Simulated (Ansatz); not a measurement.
```
Ga P As
1.0
     4.01910    0.00000    0.00000
     0.00000    4.01910    0.00000
     0.00000    0.00000   11.37171
Ga P As
4 1 3
Direct
  0.50000 0.00000 0.61815
  0.00000 0.50000 0.38185
  0.50000 0.00000 0.12741
  0.00000 0.50000 0.87259
  0.00000 0.00000 0.50000
  0.50000 0.50000 0.25457
  0.00000 0.00000 0.00000
  0.50000 0.50000 0.74543
```

Space group P-4m2; a structure from a database of computed crystals, not necessarily the ambient phase; a generated structure, not necessarily the stable one.

Theory: Ansatz, DFT PBE, scalar-relativistic, plane waves, PAW.

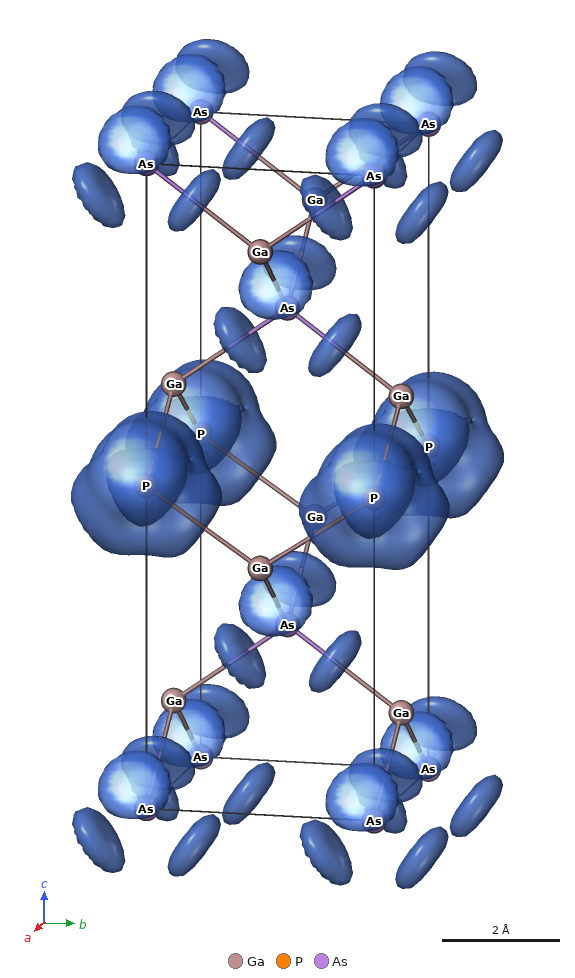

Ga4As3P. Isosurface of the electron localisation function at 0.7 (blue), seen slightly off an axis. Only the valence region is drawn (cores and ρ < 0.01 e/Å³ removed). Sticks mark near contacts.

Core electrons are frozen (PAW), and the valence fields are smoothed inside the atomic spheres.

**Where are the electrons localised?**

The surface consists of twelve regions between bonded As–Ga atoms (shared pairs) and one region on P in which the atom's valence shell and bonds are merged, counted in one cell of 8 atoms. Any copies at cell faces, edges or corners count once. Along the contacts the grid gives the following. Ga–P (2.42 Å): the ELF peaks at about 0.90 in the valence shell of P, 0.9 Å from its nucleus, and is about 0.75 at the midpoint. Ga–As (2.48 Å): the ELF peaks at about 0.80 between the atoms: localised, covalent bonding.
